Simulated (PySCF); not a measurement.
HfSe

```xyz
2

Hf    0.0000    0.0000   -0.7082
Se    0.0000    0.0000    1.5948
```

Core potentials replace the inner electrons of Hf.

The calculation used PBE0/def2-TZVPP, non-relativistic Hamiltonian with scalar-relativistic core potentials where named, at a bond length of 2.303 Å in PySCF.

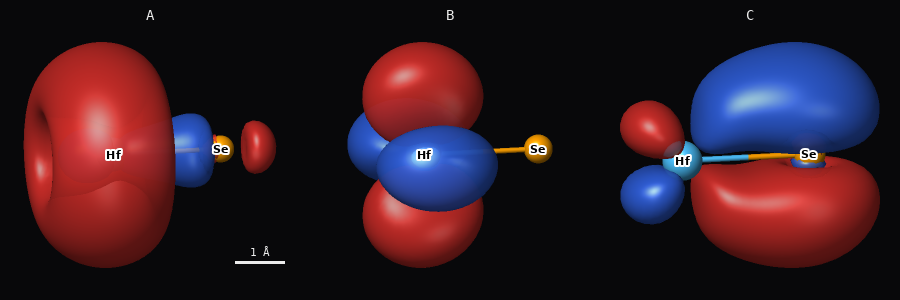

Figure 1. Three frontier orbitals, each drawn at the value that holds 80 % of its norm (red and blue are the two phases), in no order; of a degenerate pair one member is drawn.

Label each orbital by symmetry, say whether it is occupied, and order them by energy.

Answer. Orbital C: π, occupied, −7.12 eV; mainly on Se (75 %).
Orbital A: σ, occupied, −5.70 eV; mainly on Hf (90 %).
Orbital B: δ, empty, −2.59 eV; almost wholly on Hf.

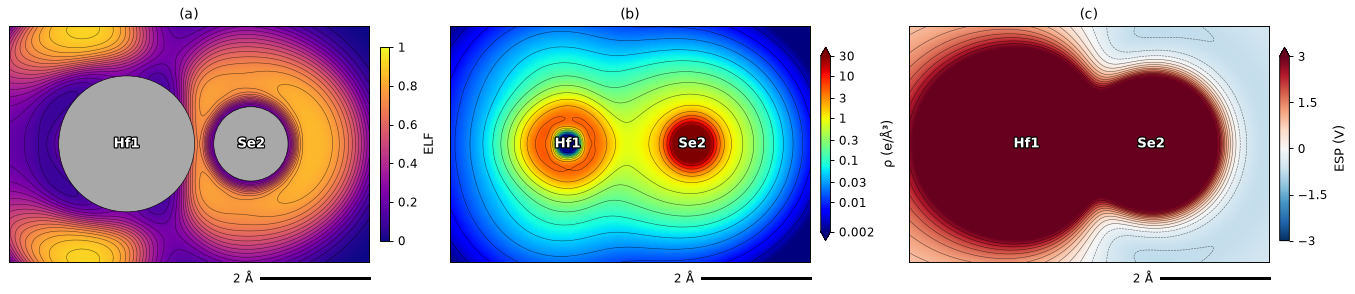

Figure 2. (a) electron localisation function; (b) electron density; (c) electrostatic potential on a plane that holds the molecular axis. Grey discs cover the atomic cores in the ELF map.

What does the map show?

Answer. The plane passes through Hf and Se nuclei. Hf–Se (2.30 Å): ρ is about 0.84 e/Å³ halfway; the ELF peaks at about 0.70 in the valence shell of Se, 1.0 Å from its nucleus, and is about 0.55 at the midpoint. Outside the dense part of the molecule the potential is most negative (−0.8 V) near Se2.

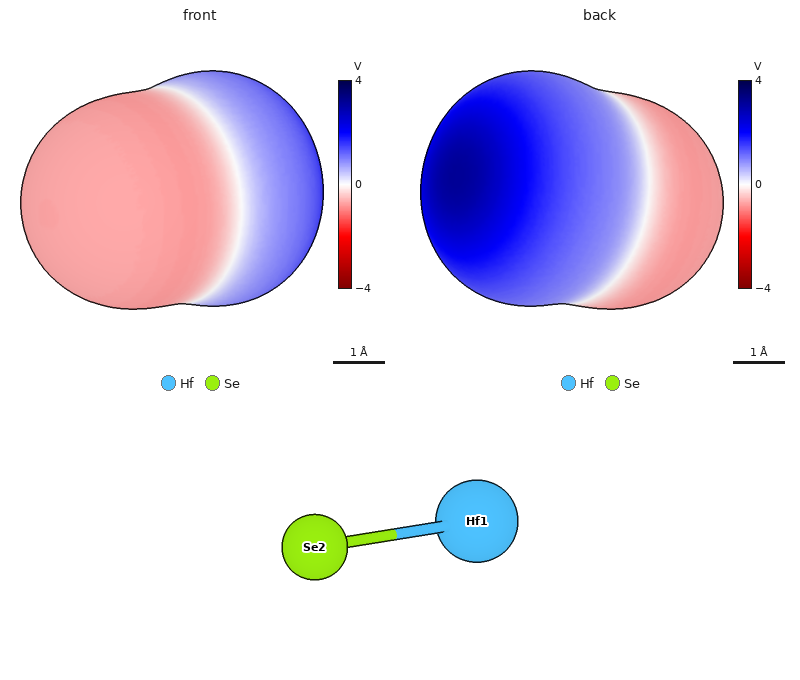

Figure 3. The molecular electrostatic potential painted on the density surface at 0.002 e/bohr³, seen from the front and from behind; the colour scale runs from red (negative) to blue (positive). The bare structure is drawn below in the same view.

Where is the surface potential most negative and most positive?

Answer. The most negative region (about −0.8 V) lies over Se2, the most positive (about +3.1 V) over Hf1.
